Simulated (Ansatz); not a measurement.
# Computed against measured: atomisation enthalpy at 298 K

10 molecules with halogens; the atomisation enthalpy at 298 K in kJ/mol, computed less measured. Shapes, held fixed at every level: PBE0-D4/def2-TZVP. Flexible molecules stand in one conformer, not always the lowest. Thermal terms are harmonic and unscaled (PBE0-D4/def2-TZVP); the spin-orbit lowering of the free atoms is taken from their spectra. Programs: Ansatz 0.2.0. Measured values: Active Thermochemical Tables, CRC Handbook of Chemistry and Physics, NIST-JANAF tables.

Levels: A = PBE-D4/def2-TZVPP; B = BHLYP-D4/def2-TZVPP; C = MP2/def2-TZVPP; D = CCSD/def2-TZVPP.

```
                                molecule  from tabulated heats     A     B     C     D
       BiCl3 (SMILES [Cl][Bi]([Cl])[Cl])                   837  +152   +23   +63   -29
                 CHClF2 (SMILES FC(F)Cl)                  1698   +88  -116   +25   -99
                   SiHI3 (triiodosilane)                  1063   +28   -41   +23   -79
              C2HClF2 (SMILES FC(F)=CCl)                  2247  +174  -110   +66  -105
C2Cl3F3 (1,1,2-trichlorotrifluoroethane)                  2753  +195  -227   +75  -203
  C2H2F3I (1,1,1-trifluoro-2-iodoethane)                  2859  +132  -170   +44  -149
                  C3H5Br (allyl bromide)                  3307   +85   -99   -30  -137
            C3H5Cl3 (SMILES ClCC(Cl)CCl)                  3787  +109  -144   -16  -185
                C3H7Cl (1-chloropropane)                  3930   +69   -94   -53  -142
            C4F8 (octafluorocyclobutane)                  5045  +353  -373  +144  -299
```

**Question.** Which level does best on this set, which worst, and which err to one side?

**Answer.** 
| level | kind | mean error | mean absolute error | worst case |
| --- | --- | --- | --- | --- |
| PBE-D4/def2-TZVPP | GGA | +138.5 | 138.5 | C4F8 |
| BHLYP-D4/def2-TZVPP | global hybrid | -135.1 | 139.7 | C4F8 |
| MP2/def2-TZVPP | perturbation theory | +34.1 | 53.9 | C4F8 |
| CCSD/def2-TZVPP | coupled cluster or CI | -142.7 | 142.7 | C4F8 |

On this set MP2/def2-TZVPP has the smallest mean absolute error and CCSD/def2-TZVPP the largest. PBE-D4/def2-TZVPP is too high in 10 of 10; BHLYP-D4/def2-TZVPP is too low in 9 of 10; MP2/def2-TZVPP is too high in 7 of 10; CCSD/def2-TZVPP is too low in 10 of 10. The heats of BiCl3, C2Cl3F3, C2H2F3I, C3H5Br, C3H5Cl3, C3H7Cl, C4F8 come from older tables and can be uncertain by 10 kJ/mol or more. The molecules' own spin-orbit binding is left out, so errors for heavy halides read too negative. The tabulated values of SiHI3, C2HClF2 are in doubt (older tables, estimates, or at odds with other calculations) and kept here. Over the 8 molecules whose values aren't doubted the mean absolute errors are A 147.9; B 155.8; C 56.2; D 155.4. The largest two are near a tie. For CCSD/def2-TZVPP the error grows with the size of the molecule. Correlated wave functions converge slowly with the basis. CCSD also lacks the triples, which bind further. For atoms past krypton def2 sets carry core potentials with scalar relativity. Relativity is left out for Br. Outer-core shells of Bi, Br, I are correlated in most correlated rows, in sets that cover them unevenly. The set is small.

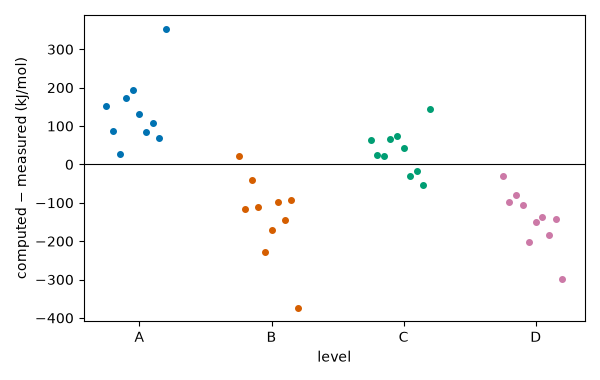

Errors of each level, one point a molecule.
